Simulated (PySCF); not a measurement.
# C2HCl2F3 (2,2-Dichloro-1,1,1-trifluoroethane) at 6 levels

Wanted: a comparison of 6 runs (HF/STO-3G, PBE0/6-31G, B3LYP/6-31G*, r2SCAN/cc-pVDZ, CCSD(T)/6-31G) of C2HCl2F3 (2,2-Dichloro-1,1,1-trifluoroethane). 

The calculation is run with PySCF 2.14.0.

## (1) Starting point

C2HCl2F3 has 8 atoms, charge 0, and is taken as a singlet. As SMILES, `FC(F)(F)C(Cl)Cl`. The coordinates come from a PBE0-D4/def2-TZVP relaxation.

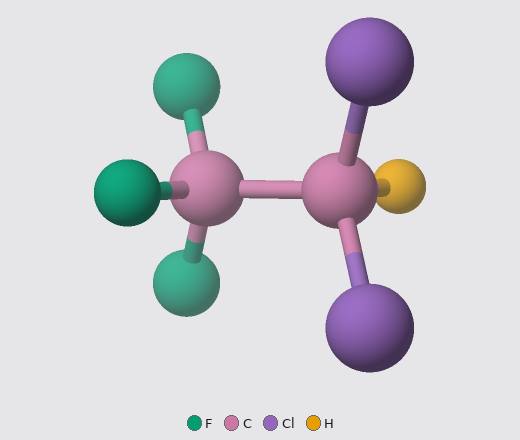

The structure, seen from a chosen angle (fluorine teal, carbon pink, chlorine purple, hydrogen amber).

## (2) Energy and gradient at HF/STO-3G (run 1)

The input, run.py:

```python
import pyscf.grad
from pyscf import gto, scf

mol = gto.M(
    atom='''
F       -0.219880      -1.335100       1.156620
C        0.179750      -0.765020       0.020570
F        1.491790      -0.966290      -0.095440
F       -0.429870      -1.366410      -0.989900
C       -0.109700       0.739490       0.067610
Cl      -1.826720       1.018760       0.311060
Cl       0.489820       1.517250      -1.388840
H        0.424790       1.157290       0.918320
''',
    spin=0,
    verbose=4,
    basis='sto-3g',
    charge=0,
    max_memory=1860,
)

calc0 = scf.RHF(mol)
calc0.conv_tol = 1e-10
calc0.kernel()
if not calc0.converged:
    calc0 = calc0.newton().run(calc0.mo_coeff, calc0.mo_occ)

e_tot = calc0.e_tot
print('E = %.10f Eh' % e_tot)
grad = calc0.Gradients().kernel()
calc0.analyze()
```

The run is started by

```sh
$ OMP_NUM_THREADS=1 python run.py
```

The log of the run:

```text
PySCF version 2.14.0

[... 78 lines left out ...]
Two-electron Coulomb Energy =         1082.408020064769516
[... 10 lines left out ...]
MO #8   energy= -10.4324516281232  occ= 2
[... 8 lines left out ...]
MO #17  energy= -1.54960193407856  occ= 2
[... 8 lines left out ...]
MO #26  energy= -0.608255068774786 occ= 2
[... 8 lines left out ...]
MO #35  energy= -0.431313184821761 occ= 2
[... 8 lines left out ...]
MO #44  energy= 0.668866803293365  occ= 0
[... 55 lines left out ...]
Dipole moment(X, Y, Z, Debye):  0.94564, -0.06385,  1.27055
```

It took 5.7 s on 1 thread of Intel Xeon at 2.70GHz, shared host; peak memory 0.12 GiB.

## (3) Energy and gradient at PBE0/6-31G (run 2)

The input, job.py:

```python
from pyscf import gto, dft

mol = gto.M(
    atom='''
F   -0.219880  -1.335100   1.156620
C    0.179750  -0.765020   0.020570
F    1.491790  -0.966290  -0.095440
F   -0.429870  -1.366410  -0.989900
C   -0.109700   0.739490   0.067610
Cl  -1.826720   1.018760   0.311060
Cl   0.489820   1.517250  -1.388840
H    0.424790   1.157290   0.918320
''',
    spin=0,
    basis='6-31g',
    max_memory=1860,
    verbose=4,
)

mf = dft.RKS(mol)
mf.xc = 'pbe0'
mf.grids.level = 5
mf.conv_tol = 1e-10
mf.kernel()
if not mf.converged:
    mf = mf.newton().run(mf.mo_coeff, mf.mo_occ)

energy = mf.e_tot
print('E(%s) = %.9f' % ('PBE0', energy))
grad = mf.nuc_grad_method().kernel()
mf.analyze()
```

The run is started by

```sh
$ OMP_NUM_THREADS=1 python job.py
```

The log of the run:

```text
PySCF version 2.14.0

[... 100 lines left out ...]
MO #3   energy= -24.8479934245233  occ= 2
[... 13 lines left out ...]
MO #17  energy= -1.30604313521476  occ= 2
[... 13 lines left out ...]
MO #31  energy= -0.46707907445197  occ= 2
[... 13 lines left out ...]
MO #45  energy= 0.331727601573779  occ= 0
[... 13 lines left out ...]
MO #59  energy= 0.894325626975015  occ= 0
[... 13 lines left out ...]
MO #73  energy= 2.47370480924729   occ= 0
[... 84 lines left out ...]
Dipole moment(X, Y, Z, Debye):  0.57878,  0.99411,  1.08127
```

Run time: 43 s. Hardware: 1 thread of Intel Xeon at 2.70GHz, shared host; peak memory 0.72 GiB.

Run 3 isn't shown in full; the table further down has it.

## (4) Energy and forces at r2SCAN/cc-pVDZ (run 4)

The input, run.py:

```python
import pyscf.grad
from pyscf import gto, dft

mol = gto.M(
    atom='''
F   -0.219880  -1.335100   1.156620
C    0.179750  -0.765020   0.020570
F    1.491790  -0.966290  -0.095440
F   -0.429870  -1.366410  -0.989900
C   -0.109700   0.739490   0.067610
Cl  -1.826720   1.018760   0.311060
Cl   0.489820   1.517250  -1.388840
H    0.424790   1.157290   0.918320
''',
    basis='cc-pvdz',
    verbose=3,
    spin=0,
    charge=0,
    max_memory=1860,
)

myscf = dft.RKS(mol, xc='r2scan')
myscf.conv_tol = 1e-10
myscf.grids.level = 5
myscf.kernel()
if not myscf.converged:
    myscf = myscf.newton().run(myscf.mo_coeff, myscf.mo_occ)

energy = myscf.e_tot
print(f'total energy: {energy:.8f} hartree')
grad = myscf.Gradients().kernel()
dip = myscf.dip_moment()
pop, q = myscf.mulliken_pop()
```

The run is started by

```sh
$ OMP_NUM_THREADS=1 python run.py
```

The log of the run:

```text
converged SCF energy = -1296.55119314015
total energy: -1296.55119314 hartree
[... 8 lines left out ...]
Dipole moment(X, Y, Z, Debye):  0.48849,  0.70205,  0.87241
[... 120 lines left out ...]
charge of    7H =      0.13525
```

It took 1.9 min on 1 thread of Intel Xeon at 2.70GHz, shared host; peak memory 1.1 GiB.

Run 5 isn't shown in full; the table further down has it.

## (5) The energy at CCSD(T)/6-31G (run 6)

The input, job.py:

```python
from pyscf import gto, scf, cc

mol = gto.M(
    atom='''
F     -0.219880    -1.335100     1.156620
C      0.179750    -0.765020     0.020570
F      1.491790    -0.966290    -0.095440
F     -0.429870    -1.366410    -0.989900
C     -0.109700     0.739490     0.067610
Cl    -1.826720     1.018760     0.311060
Cl     0.489820     1.517250    -1.388840
H      0.424790     1.157290     0.918320
''',
    max_memory=1860,
    verbose=3,
    basis='6-31g',
)

calc0 = scf.RHF(mol)
calc0.conv_tol = 1e-10
calc0.kernel()
if not calc0.converged:
    calc0 = calc0.newton().run(calc0.mo_coeff, calc0.mo_occ)

mycc = cc.CCSD(calc0, frozen=15)
mycc.kernel()
e_t = mycc.ccsd_t()
energy = mycc.e_tot + e_t
print('Final energy', energy)
calc0.analyze()
```

The run is started by

```sh
$ OMP_NUM_THREADS=1 python job.py
```

The log of the run:

```text
converged SCF energy = -1293.40847337708
[... 11 lines left out ...]
MO #8   energy= -10.6076201059867  occ= 2
[... 12 lines left out ...]
MO #21  energy= -1.05005759729338  occ= 2
[... 12 lines left out ...]
MO #34  energy= -0.506089937872467 occ= 2
[... 12 lines left out ...]
MO #47  energy= 0.58628693390943   occ= 0
[... 12 lines left out ...]
MO #60  energy= 1.13929207522721   occ= 0
[... 12 lines left out ...]
MO #73  energy= 2.78151012199338   occ= 0
[... 9 lines left out ...]
Dipole moment(X, Y, Z, Debye):  0.56592,  1.36213,  1.17180
```

It took 22 s on 1 thread of Intel Xeon at 2.70GHz, shared host; peak memory 0.27 GiB.

## (6) The series

| run | level | integration grid | Cartesian functions | energy (Eh) | dipole moment (D) of the reference | HOMO energy (eV) | LUMO energy (eV) | wall time |
| --- | --- | --- | --- | --- | --- | --- | --- | --- |
| 1 | HF/STO-3G | – | no | -1278.657788 | 1.59 | -10.95 | 8.04 | 5.7 s |
| 2 | PBE0/6-31G | 5 | no | -1295.886860 | 1.58 | -9.45 | -0.46 | 43 s |
| 3 | B3LYP/6-31G* (spherical functions) | 5 | no | -1296.710418 | 1.26 | -8.85 | -0.50 | 70 s |
| 4 | r2SCAN/cc-pVDZ | 5 | no | -1296.551193 | 1.22 | -8.08 | -1.10 | 1.9 min |
| 5 | B3LYP/6-31G* (Cartesian functions) | 5 | yes | -1296.720924 | 1.26 | -8.85 | -0.50 | 90 s |
| 6 | CCSD(T)/6-31G | – | no | -1294.066373 | 1.88 | -13.00 | 3.54 | 22 s |

## (7) What came out

| quantity | value |
| --- | --- |
| run 6: total energy | -1294.06637 Eh |
| run 6: dipole moment (Hartree–Fock density) | 1.88 D |
| run 6: HOMO energy (Hartree–Fock orbitals) | -13.00 eV |
| run 6: LUMO energy (Hartree–Fock orbitals) | 3.54 eV |
| run 6: HOMO–LUMO gap (Hartree–Fock orbitals) | 16.54 eV |
| run 6: correlation energy (15 core orbitals frozen) | -657.9 mEh |
| run 6: (T) correction | -14.09 mEh |
| run 6: T1 diagnostic | 0.011 |

What this shows: Over runs 1, 2, 3, 4, 5 the dipole moment (its size) runs from 1.22 D (r2SCAN/cc-pVDZ) to 1.59 D (HF/STO-3G). The two ends differ in method and basis. Over runs 1, 2, 3, 4, 5 the HOMO–LUMO gap runs from 6.98 eV (r2SCAN/cc-pVDZ) to 19.00 eV (HF/STO-3G). Totals of different functionals can't be ranked against each other. In run 1 the basis is minimal, so the values are rough. All runs together took 5.7 min, the longest 1.9 min.
